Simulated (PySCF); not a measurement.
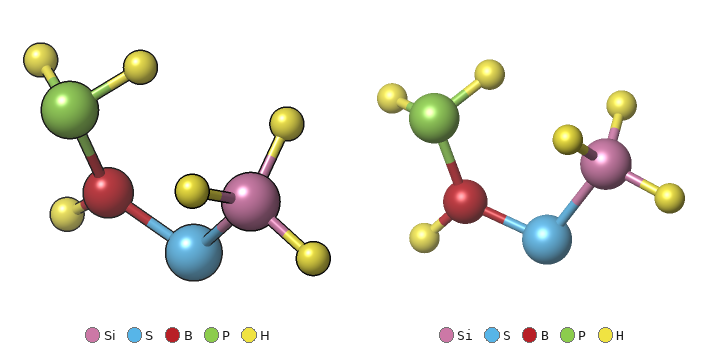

The same structure drawn twice, from different directions.

Description:

Formula BH₆PSSi. As SMILES it reads `[SiH3]SBP`. It has no ring. Among its groups: Si–H bond, B–H bond. This geometry has C1 symmetry. Coordination: 1 Si tetrahedral; 1 S bent; 1 B trigonal planar; 1 P trigonal pyramidal.

The parts below concern this one geometry. Atoms keep their numbers from picture to picture. The geometry was computed by an optimisation with PBE0-D3(BJ)/def2-SVP. No frequency run is at hand to confirm it as a minimum.

Geometry

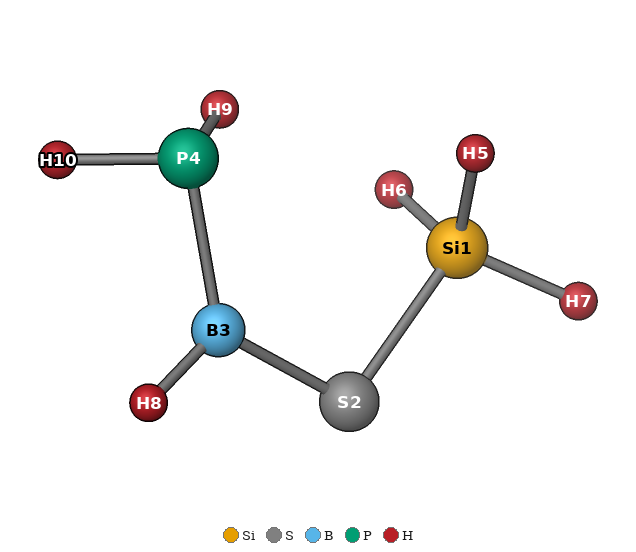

The atoms are numbered. No frequency run is at hand to confirm it as a minimum.

Give the bond lengths.

```csv
bond,length (Å),order
Si1–S2,2.166,single
Si1–H5,1.492,single
Si1–H6,1.492,single
Si1–H7,1.489,single
S2–B3,1.790,single
B3–P4,1.899,single
B3–H8,1.207,single
P4–H9,1.425,single
P4–H10,1.422,single
```

Dipole moment

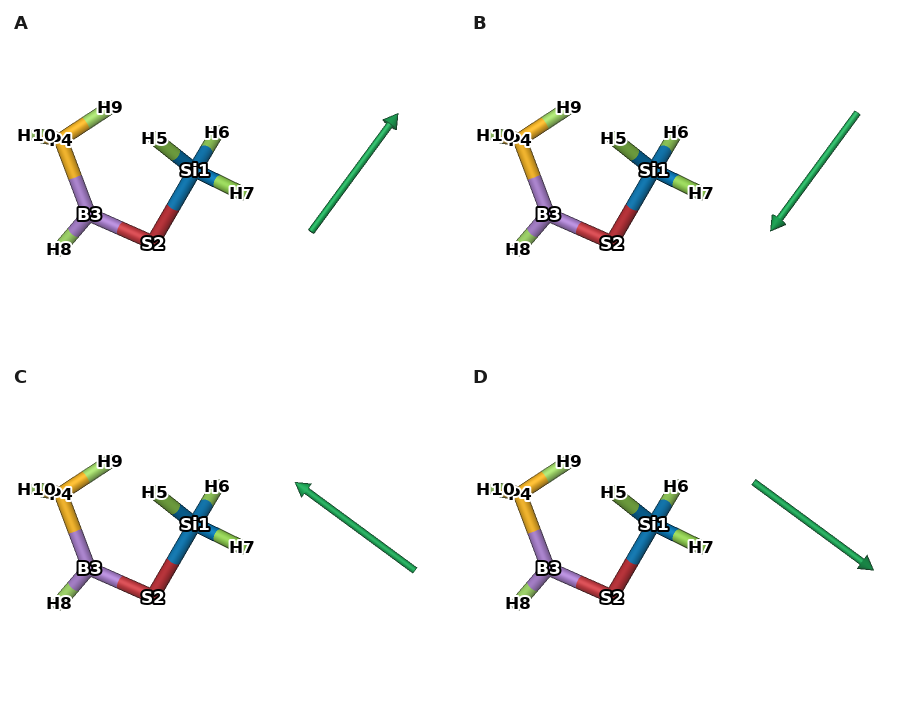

The same molecule four times, each with an arrow. No frequency run is at hand to confirm it as a minimum. Method: B3LYP/6-31G*, gas phase (PySCF 2.14.0).

> Which arrow points along the dipole moment, from the negative to the positive end?

A. The dipole moment is 1.38 D; it points from the side of H8 to the side of H6 (the outermost atoms at the two ends).

Spin–spin coupling

No frequency run is at hand to confirm it as a minimum. Properties computed with B3LYP/6-31G* indirect spin-spin coupling, non-relativistic, gas phase (PySCF 2.14.0). Isotopes: 11B, 1H, 31P, 33S, 29Si.

Give the spin–spin coupling constants of these pairs, with the number of bonds between them: Si1/S2, Si1/H7, Si1/H5, S2/B3, P4/H10, Si1/B3, S2/P4, B3/H10, B3/H9, P4/H8, Si1/H8, B3/H6, B3/H7, B3/H5.

| pair | bonds apart | J (Hz) |
| --- | --- | --- |
| Si1, S2 | 1 | 12.7 |
| Si1, H7 | 1 | −198.7 |
| Si1, H5 | 1 | −203.7 |
| S2, B3 | 1 | −6.6 |
| P4, H10 | 1 | 221.3 |
| Si1, B3 | 2 | 2.3 |
| S2, P4 | 2 | −5.4 |
| B3, H10 | 2 | −1.7 |
| B3, H9 | 2 | −3.4 |
| P4, H8 | 2 | 12.7 |
| Si1, H8 | 3 | −11.7 |
| B3, H6 | 3 | 1.4 |
| B3, H7 | 3 | 5.3 |
| B3, H5 | 3 | 2.4 |

Quadrupole coupling

No frequency run is at hand to confirm it as a minimum. Electric field gradients from the ground-state density, B3LYP/6-31G* (PySCF 2.14.0), non-relativistic apart from any core potentials.

Give the largest field-gradient component, the quadrupole coupling constant and the asymmetry for 33S at S2 (Q = −67.81 mb), 11B at B3 (Q = 40.59 mb), 2H at H5 (Q = 2.86 mb), 2H at H6 (Q = 2.86 mb), 2H at H7 (Q = 2.86 mb), 2H at H8 (Q = 2.86 mb).

```json
{"atom": "S2", "V_zz (a.u.)": "1.085", "e²qQ/h (MHz)": "−17.29", "η": "0.56"}
{"atom": "B3", "V_zz (a.u.)": "0.383", "e²qQ/h (MHz)": "3.65", "η": "0.38"}
{"atom": "H5", "V_zz (a.u.)": "0.144", "e²qQ/h (MHz)": "0.097", "η": "0.02"}
{"atom": "H6", "V_zz (a.u.)": "0.146", "e²qQ/h (MHz)": "0.098", "η": "0.01"}
{"atom": "H7", "V_zz (a.u.)": "0.148", "e²qQ/h (MHz)": "0.099", "η": "0.02"}
{"atom": "H8", "V_zz (a.u.)": "0.196", "e²qQ/h (MHz)": "0.132", "η": "0.03"}
```
